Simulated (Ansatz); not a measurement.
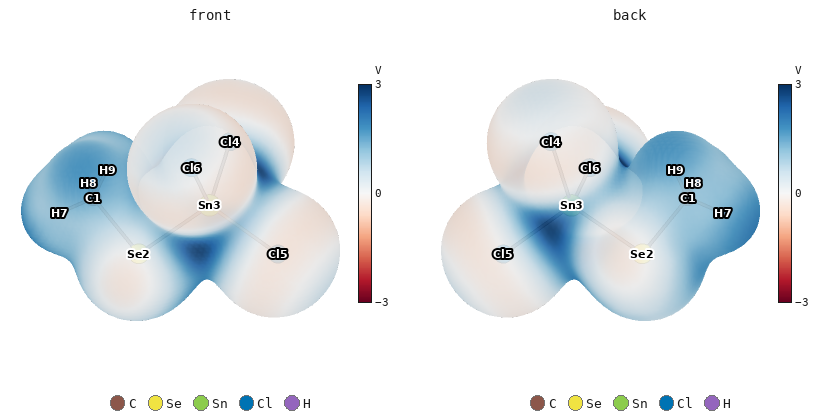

Figure 1: CH₃Cl₃SeSn (SMILES C[Se][Sn]([Cl])([Cl])[Cl]). The electrostatic potential painted on the density surface at 0.004 e/bohr³, seen from the front and from behind; red is negative and blue positive.

Geometry: PBE0-D4/def2-TZVP; core potentials replace the inner electrons of Sn.

Method: RKS PBE0-D4/def2-TZVPP (Ansatz).

```xyz
9

C     0.0286   -1.1556    1.3190
Se    1.5535   -0.3066    0.4229
Sn    0.1702    1.0134   -1.1625
Cl   -1.1716   -0.3416   -2.4689
Cl    1.4797    2.2942   -2.5542
Cl   -1.3038    2.4110   -0.0590
H     0.4696   -1.7974    2.0802
H    -0.5998   -0.4045    1.7916
H    -0.5378   -1.7591    0.6137
```

Question: Which sites attract a positive test charge, and which a negative one?

Answer: A positive charge is drawn to the negative regions and a negative charge to the positive ones. The most negative region (about −0.3 V) lies over Cl4 and Cl6, the most positive (about +2.8 V) over Sn3. Cl4 shows a σ-hole: about +0.4 V at the tip opposite its bond, against about −0.2 V on its flanks. Cl5 shows a σ-hole: about +0.5 V at the tip opposite its bond, against about −0.2 V on its flanks. Cl6 shows a σ-hole: about +0.5 V at the tip opposite its bond, against about −0.2 V on its flanks.
